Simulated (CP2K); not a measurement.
# InHSCl2 (SMILES [SH][In]([Cl])[Cl]): GFN0-xTB

Aim: the energy difference between two shapes of InHSCl2 at GFN0-xTB, from 2 runs. 

The calculation is run with CP2K 2026.2.

2 further runs of the same task are left out: 2 set aside as unsound or not needed.

**1. The structure to begin with**

InHSCl2 has 5 atoms, charge 0, and is taken as a singlet. As SMILES, `[SH][In]([Cl])[Cl]`. The shape is that of a PBE0-D4/def2-TZVP optimisation.

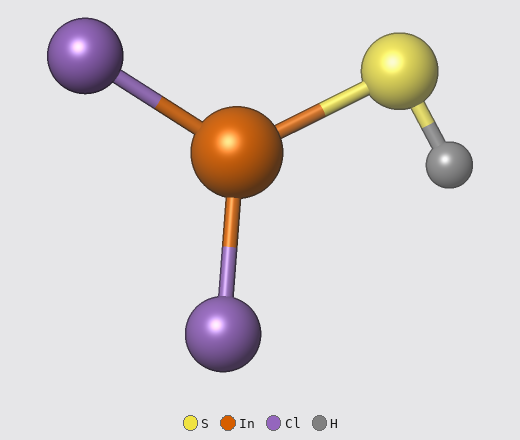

The structure, seen from a chosen angle (sulfur yellow, indium orange, chlorine purple, hydrogen grey).

**2. Energy and forces at GFN0-xTB**

File qs.inp:

```
&global
   project qs
   run_type ENERGY_FORCE
   print_level MEDIUM
&end global

&force_eval
   method Quickstep
   &dft
      &qs
         method XTB
         eps_default 1.0E-10
         &xtb
            gfn_type 0
            check_atomic_charges F
         &end xtb
      &end qs
      ! no periodic images
      &poisson
         periodic NONE
         poisson_solver ANALYTIC
      &end poisson
      &scf
         scf_guess ATOMIC
         eps_scf 1.0E-06
         max_scf 150
         added_mos 8
         &diagonalization
            algorithm STANDARD
         &end diagonalization
         &mixing
            method DIRECT_P_MIXING
            alpha 0.4
         &end mixing
      &end scf
      &print
         &moments
            periodic F
            reference COM
            max_moment 1
         &end moments
         &mo ON
            energies T
            occupation_numbers T
            ndigits 6
            &each
               qs_scf 0
            &end each
            add_last NUMERIC
         &end mo
         &hirshfeld OFF
         &end hirshfeld
      &end print
   &end dft
   &subsys
      ! box in angstrom
      &cell
         abc 11.4 11.4 10.2
         periodic NONE
      &end cell
      &coord
         UNIT bohr
         S     -0.2090037     3.3026743     1.3258318
         In     0.6067911    -0.8690850     0.0175745
         Cl     4.0750054    -3.0849779     1.4307116
         Cl    -2.0649037    -2.9164143    -2.7580553
         H     -2.3135917     3.4287191    -0.0941084
      &end coord
      &topology
         &center_coordinates
         &end center_coordinates
      &end topology
   &end subsys
   ! extra output
   &print
      &forces ON
      &end forces
   &end print
&end force_eval
```

Launch:

```sh
$ OMP_NUM_THREADS=1 cp2k.psmp qs.inp > qs.out
```

What it wrote, shortened:

```text
CP2K| version string:                                       CP2K version 2026.2
[...]
 GLOBAL| Method name                                                        CP2K
[...]
 GLOBAL| Run type                                                   ENERGY_FORCE
[...]
                             - Atoms:                                          5
[...]
                             - Spherical basis functions:                     38
[...]
 Number of electrons:                                                         24
[...]
 TB_DIPOLE| Moment [Debye]         -0.97889848       2.14013077       0.27718314
 TB_DIPOLE| Derivative [a.u.]       0.00000000       0.00000000       0.00000000
[...]
 ENERGY| Total FORCE_EVAL ( QS ) energy [hartree]            -13.752053799702018
 FORCES| Atomic forces [hartree/bohr]
 FORCES|   Atom     x               y               z               |f|
 FORCES|      1 -9.08746326E-03  2.09050788E-03 -5.44333140E-03   1.07973177E-02
 FORCES|      2 -1.56941059E-03  5.65692399E-03  1.45261771E-03   6.04763895E-03
 FORCES|      3  4.44623005E-03 -3.71870306E-03  1.41953720E-03   5.96764610E-03
 FORCES|      4 -2.73101088E-03 -3.63936295E-03 -3.53472358E-03   5.76174053E-03
 FORCES|      5  8.94165469E-03 -3.89365861E-04  6.10590007E-03   1.08345194E-02
 FORCES| Sum    -6.93889390E-18  1.46367293E-18  1.04083409E-17
 FORCES| Total atomic force                                       1.25946078E-17
[...]
```

It took 0.42 s on 1 thread of Arm Neoverse N1, shared host; peak memory 0.14 GiB.

**3. The distorted shape, same level**

File run.inp:

```
&FORCE_EVAL
   METHOD QUICKSTEP
   &DFT
      CHARGE 0
      MULTIPLICITY 1
      &QS
         METHOD XTB
         EPS_DEFAULT 1.0E-10
         &XTB
            GFN_TYPE 0
            CHECK_ATOMIC_CHARGES F
         &END XTB
      &END QS
      &POISSON
         PERIODIC NONE
         POISSON_SOLVER ANALYTIC
      &END POISSON
      &SCF
         SCF_GUESS ATOMIC
         EPS_SCF 1.0E-06
         MAX_SCF 150
         ADDED_MOS 8
         &DIAGONALIZATION
            ALGORITHM STANDARD
         &END DIAGONALIZATION
         &MIXING
            METHOD DIRECT_P_MIXING
            ALPHA 0.4
         &END MIXING
      &END SCF
      &PRINT
         &MOMENTS
            PERIODIC F
            REFERENCE COM
            MAX_MOMENT 1
         &END MOMENTS
         &MO ON
            ENERGIES T
            OCCUPATION_NUMBERS T
            NDIGITS 6
            &EACH
               QS_SCF 0
            &END EACH
            ADD_LAST NUMERIC
         &END MO
         &HIRSHFELD OFF
         &END HIRSHFELD
      &END PRINT
   &END DFT
   &SUBSYS
      &CELL
         ABC [angstrom] 11.4 11.5 10.3
         PERIODIC NONE
      &END CELL
      &COORD
         UNIT bohr
         S     -0.1946361     3.4539602     1.6292576
         In     0.5859247    -0.8488215     0.1616698
         Cl     4.2261835    -2.9927101     1.6994364
         Cl    -2.2223179    -3.0968189    -2.6904088
         H     -2.2740832     3.2217279     0.0415929
      &END COORD
      &TOPOLOGY
         &CENTER_COORDINATES
         &END CENTER_COORDINATES
      &END TOPOLOGY
   &END SUBSYS
   &PRINT
      &FORCES ON
      &END FORCES
   &END PRINT
&END FORCE_EVAL

&GLOBAL
   PROJECT run
   RUN_TYPE ENERGY_FORCE
   PRINT_LEVEL MEDIUM
&END GLOBAL
```

Launch:

```sh
$ OMP_NUM_THREADS=1 cp2k.psmp run.inp > run.out
```

What it wrote, shortened:

```text
CP2K| version string:                                       CP2K version 2026.2
[...]
 GLOBAL| Method name                                                        CP2K
[...]
 GLOBAL| Run type                                                   ENERGY_FORCE
[...]
                             - Atoms:                                          5
[...]
                             - Spherical basis functions:                     38
[...]
 Number of electrons:                                                         24
[...]
 TB_DIPOLE| Moment [Debye]         -0.98978392       2.71802172       0.38032769
 TB_DIPOLE| Derivative [a.u.]       0.00000000       0.00000000       0.00000000
[...]
 ENERGY| Total FORCE_EVAL ( QS ) energy [hartree]            -13.748089938400344
 FORCES| Atomic forces [hartree/bohr]
 FORCES|   Atom     x               y               z               |f|
 FORCES|      1 -1.78676882E-02 -1.74652595E-02 -2.10422159E-02   3.26659520E-02
 FORCES|      2 -2.14284454E-03  8.26293088E-03  2.95040687E-03   9.03176118E-03
 FORCES|      3 -2.52101582E-03 -3.13947402E-04 -1.96769016E-03   3.21339202E-03
 FORCES|      4  5.50678811E-03  3.31642628E-03  5.00896442E-03   8.14942471E-03
 FORCES|      5  1.70247604E-02  6.19984973E-03  1.50505347E-02   2.35541758E-02
 FORCES| Sum     6.93889390E-18  8.67361738E-18 -4.68375339E-17
 FORCES| Total atomic force                                       4.81366229E-17
[...]
```

It took 0.4 s on 1 thread of Arm Neoverse N1, shared host; peak memory 0.14 GiB.

**4. Summary of results**

At GFN0-xTB:

| quantity | value |
| --- | --- |
| first shape: total energy | -13.75205 Eh |
| first shape: dipole moment (from atomic charges alone) | 2.37 D |
| first shape: HOMO energy | -11.43 eV |
| first shape: LUMO energy | -7.92 eV |
| first shape: HOMO–LUMO gap | 3.51 eV |
| first shape: dispersion energy | -3.83 kJ/mol |
| first shape: largest force on an atom | 0.557 eV/Å |
| distorted shape: total energy | -13.74809 Eh |
| distorted shape: dipole moment (from atomic charges alone) | 2.92 D |
| distorted shape: HOMO energy | -11.40 eV |
| distorted shape: LUMO energy | -8.64 eV |
| distorted shape: HOMO–LUMO gap | 2.76 eV |
| distorted shape: dispersion energy | -3.77 kJ/mol |
| distorted shape: largest force on an atom | 1.680 eV/Å |
| energy change with the atoms displaced | 0.108 eV |

**Reading.** With the atoms displaced the energy rises by 0.11 eV (10.4 kJ/mol). The first shape isn't relaxed at this level, so the change isn't measured from a minimum. The largest force (first shape) is 0.56 eV/Å: the shape isn't a stationary point for this species at this level. The dipole (first shape) comes from point charges on the atoms alone, without atomic dipoles, so it is partial. The dipole (distorted shape) comes from point charges on the atoms alone, without atomic dipoles, so it is partial.
